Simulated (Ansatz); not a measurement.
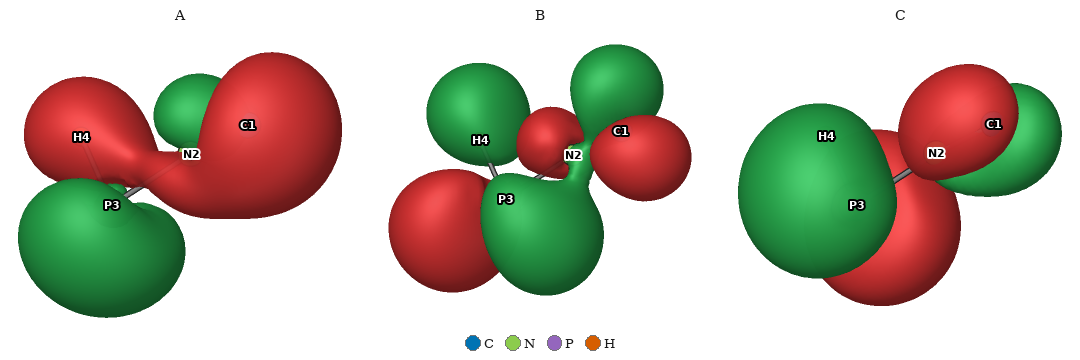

Figure. CHNP (doublet). Three frontier orbitals at ±0.08 Å⁻³ᐟ² (green and red are the two phases), in no order.

Geometry: PBE0-D3(BJ)/def2-SVP.

The calculation used isolated molecule in a Gaussian basis; Kohn-Sham density functional theory, functional PBE0 in Ansatz 0.2.0.

Which picture is the HOMO−1, the HOMO and the LUMO? All are α orbitals.

Answer. A is the HOMO−1 (α) (−9.12 eV). Its weight (Hirshfeld) is mainly on P3 (about 40 %), C1 (about 35 %), N2 (about 15 %) and H4 (about 10 %); it is symmetric in the molecular plane (an in-plane orbital: σ, lone-pair or in-plane π type). C is the HOMO (α) (−7.45 eV). Its weight (Hirshfeld) is mainly on P3 (about 75 %), C1 (about 15 %) and N2 (about 10 %); it changes sign across the molecular plane (π type); π-bonding across C1–N2. B is the LUMO (α) (−0.81 eV). By Hirshfeld shares it lies mainly on P3 (about 50 %), C1 (about 25 %), N2 (about 15 %) and H4 (about 10 %); it is symmetric in the molecular plane (an in-plane orbital: σ, lone-pair or in-plane π type).

What is the gap between the highest occupied and lowest empty α orbitals?

Answer. 6.64 eV between the orbital energies.
